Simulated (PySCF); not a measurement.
**CH2F, doublet, SMILES `[CH2]F`: what the electrons do**

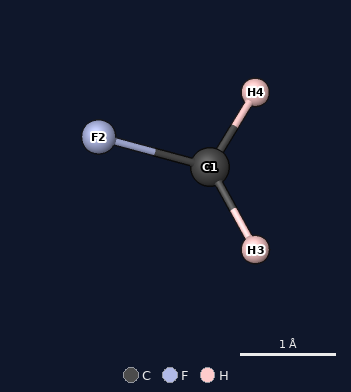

The molecule, with its atoms numbered as below. No frequency check shows the geometry to be a minimum.

Cartesian coordinates (Å):

```
C1       0.6499   -0.0000   -0.0422
F2      -0.6812   -0.0000    0.0073
H3       1.1160   -0.9544    0.0937
H4       1.1158    0.9547    0.0937
```

Part 1: Bonding charge

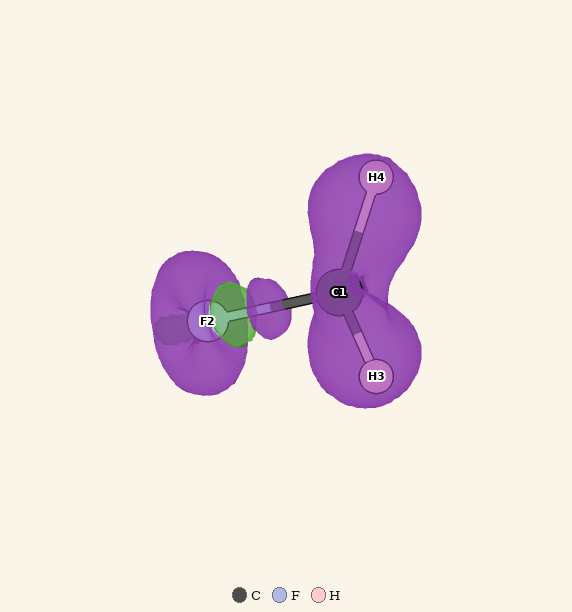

Deformation density (molecule less spherical, spin-averaged free atoms at the same positions), surfaces at ±0.15 e/Å³; purple: gain, green: loss.

PySCF calculation, HF/6-311+G**, gas phase; geometry: GFN2-xTB. The stability of the open-shell solution wasn't checked. GFN2-xTB doesn't know the spin state, so this open-shell geometry is rough.

Question: Describe the bonding that the map shows.

Answer: C1–H3 and C1–H4: +0.80 e/Å³ at the bond critical point (bond length 1.07 Å). C1–F2: −0.05 e/Å³ at the bond critical point (bond length 1.33 Å); up to 0.6 Å beside the axis the gain reaches +0.31 e/Å³. In all, 0.9 electrons gather in the regions of gain relative to the promolecule. A small or negative value marks a very polar bond, one between electron-rich atoms, whose free-atom densities already overlap strongly, a long bond to a heavier atom, or a closed-shell contact such as a hydrogen bond.

Question: Where do the Hirshfeld charges lie?

Answer: The highest Hirshfeld charge is on H3 and H4 (+0.05 e), the lowest on F2 (−0.15 e).

Part 2: Bond critical points

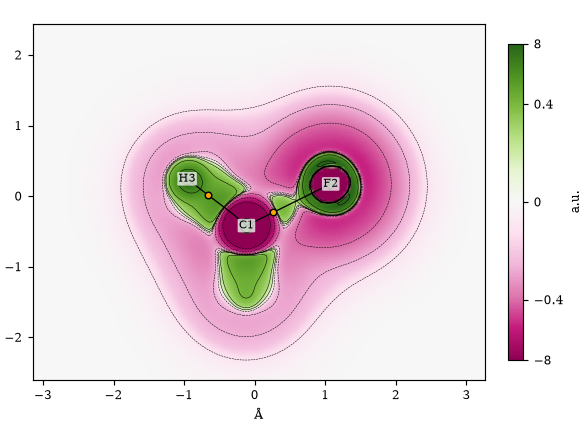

Negative Laplacian of the density (−∇²ρ) in the plane of C1, F2 and H3 (green positive, pink negative, colour scale in a.u., logarithmic beyond ±0.04), with bond paths and bond critical points (dots).

Question: At which bond critical points in this plane is charge locally concentrated, and at which depleted?

Answer: Concentrated (∇²ρ < 0): C1–H3 (−1.12 a.u.). Depleted (∇²ρ > 0): C1–F2 (+0.77 a.u., H = −0.313). A positive Laplacian with clearly negative H marks a strongly polar covalent bond, whose critical point lies close to the core of the less electronegative atom.

Question: Where along C1–F2 does the critical point lie?

Answer: 0.42 Å from C1 and 0.91 Å from F2.

Part 3: Electrostatic potential

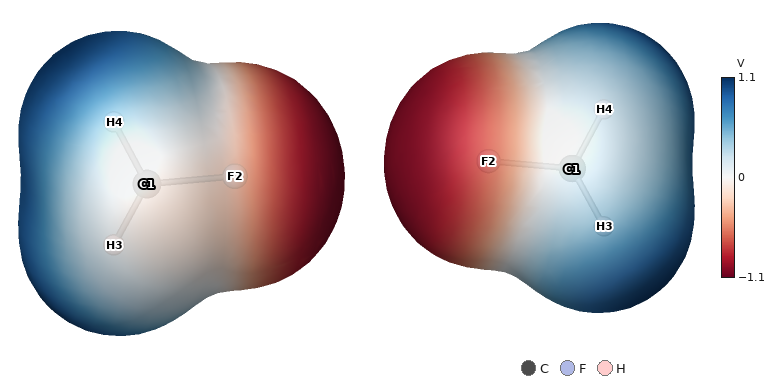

Electrostatic potential on the surface of electron density 0.001 a.u. (back view left, front view right).

Question: Where are the extremes of the potential on the surface?

Answer: Highest: 1.07 V, 1.3 Å from H4, and at like points elsewhere. Lowest: −1.02 V, 1.6 Å from F2. The surface is sampled at points, so like sites can differ by a few per cent and only the strongest of them is named.

Part 4: Spin density

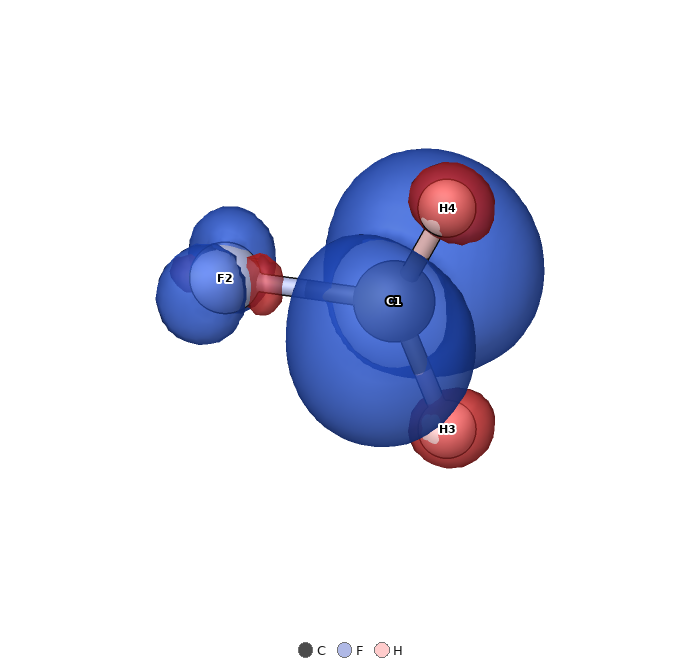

Spin density ρα − ρβ at ±0.05 e/Å³ (blue: excess α, red: excess β).

Question: How is the spin shared among the atoms?

Answer: Hirshfeld spin populations: C1 +0.83 and F2 +0.10. ⟨S²⟩ = 0.76, against 0.75 for a pure state. The picture also shows regions of β spin from spin polarisation; the Hirshfeld sums, whose atoms overlap, net them against the α spin of neighbours.

Part 5: In an electric field

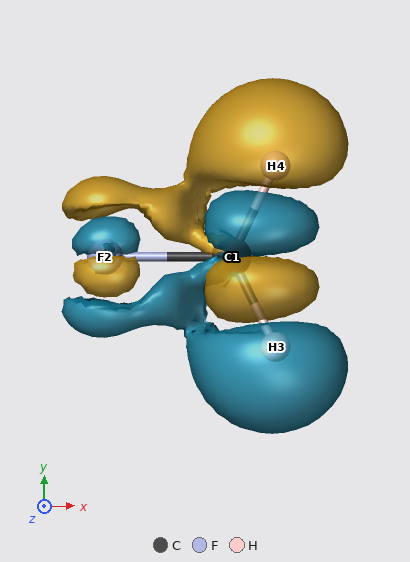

Change of the electron density in a uniform field of 0.10 V/Å, surfaces at ±0.0006 e/Å³ (yellow: gain, teal: loss).

Level of theory: HF/6-311+G** (PySCF), at a geometry from GFN2-xTB. The basis has diffuse s and p functions alone, which still leaves polarisabilities too small, most of all across bonds. The stability of the open-shell solution wasn't checked. GFN2-xTB doesn't know the spin state, so this open-shell geometry is rough.

The field was applied in both directions; the picture shows the one opposite to the script's first.

Question: Along which Cartesian direction does the field point?

Answer: Along −y: electrons gather on the +y side, against the field.

Question: What dipole is induced, and what polarisability does it imply?

Answer: The induced dipole is 0.06 D (along the field); α along this axis, from the fields in both directions, is 12 bohr³ (1.8 Å³).

Part 6: Removing or adding an electron

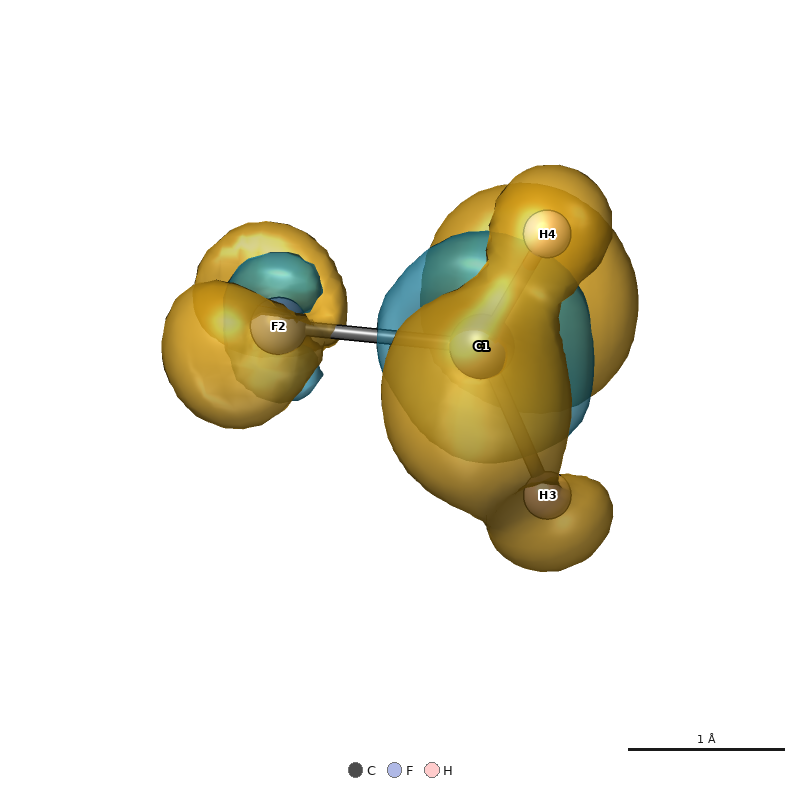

Fukui function f⁻ = ρ(N) − ρ(N−1) at fixed geometry, surfaces at ±0.06 e/Å³ (yellow positive, teal negative).

Computed with PySCF, B3LYP/def2-SVPD, geometry: GFN2-xTB. GFN2-xTB doesn't know the spin state, so this open-shell geometry is rough.

Question: On which atoms does the density change most on removal of an electron?

Answer: f⁻ (Hirshfeld-condensed) is largest on C1 (0.48); the vertical ionisation energy is 9.61 eV (to the singlet cation, which needn't be its lowest state). Condensed values hint at sites of electrophilic attack but needn't mark the atom that reacts. Orbital relaxation makes it negative in places (0.15 e in all).

The PySCF runs shown took 1.9 s, 1.8 s and 12 s on 1 thread of Arm Neoverse N1, with other jobs on the host.
